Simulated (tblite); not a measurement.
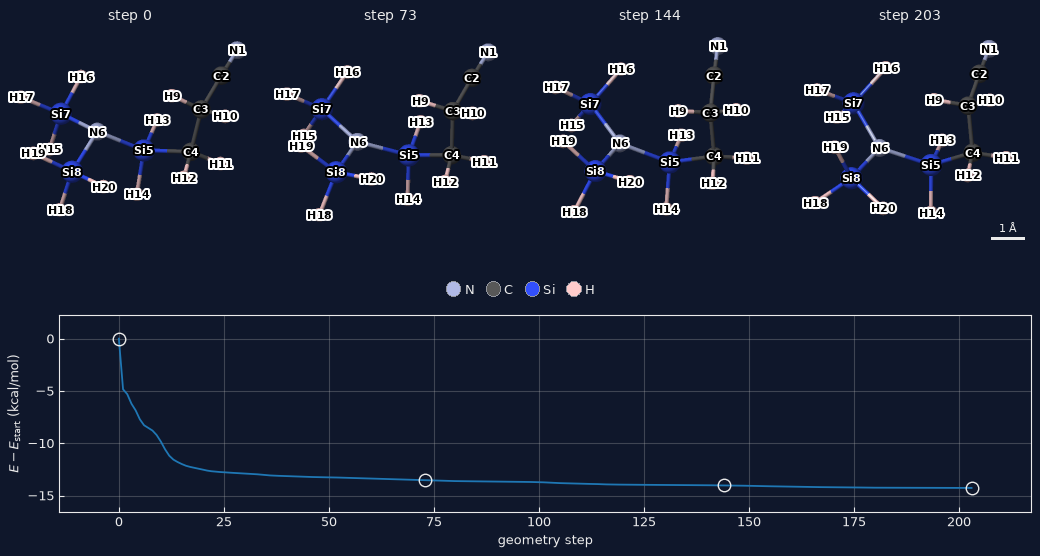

Frames of a relaxation of C₃H₁₂N₂Si₃, marked on the history of the run. Style: ball-and-stick. Shown from a free direction.

Theory: tblite 0.8.0, GFN2-xTB geometry optimisation, gas phase. 

### What happens along the run?

Over 203 geometry steps the energy falls by 14.3 kcal/mol. The atom that moves furthest after the best rigid fit is H16 (1.08 Å). Largest moves by element: H 1.08 Å, N 0.93 Å, C 0.72 Å, Si 0.51 Å. Near-neighbour distances that change, for instance: N6–Si7 1.700 → 1.749 Å, C2–C3 1.485 → 1.438 Å, C4–Si5 1.877 → 1.908 Å, Si5–H13 1.484 → 1.460 Å. Among the angles between lasting bonds that change: Si7–N6–Si8 108.0° → 119.8°, Si5–N6–Si7 110.2° → 119.5°, Si5–N6–Si8 111.4° → 120.4°. From step 0 to 73: H18 moves most (0.53 Å), energy −13.5 kcal/mol. From step 73 to 144: N1 moves most (0.96 Å), energy −0.49 kcal/mol. From step 144 to 203: H20 moves most (0.96 Å), energy −0.24 kcal/mol.

| step | E − E(0), kcal/mol |
| --- | --- |
| 0 | 0.00 |
| 1 | -4.84 |
| 2 | -5.31 |
| 3 | -6.22 |
| 4 | -6.86 |
| 5 | -7.71 |
| 6 | -8.28 |
| 7 | -8.54 |
| 8 | -8.79 |
| 9 | -9.22 |
| 10 | -9.84 |
| 20 | -12.52 |
| 30 | -12.90 |
| 40 | -13.15 |
| 51 | -13.27 |
| 61 | -13.39 |
| 71 | -13.51 |
| 81 | -13.62 |
| 91 | -13.66 |
| 101 | -13.73 |
| 112 | -13.89 |
| 122 | -13.97 |
| 132 | -13.99 |
| 142 | -14.02 |
| 152 | -14.09 |
| 162 | -14.17 |
| 173 | -14.22 |
| 183 | -14.25 |
| 193 | -14.26 |
| 203 | -14.27 |
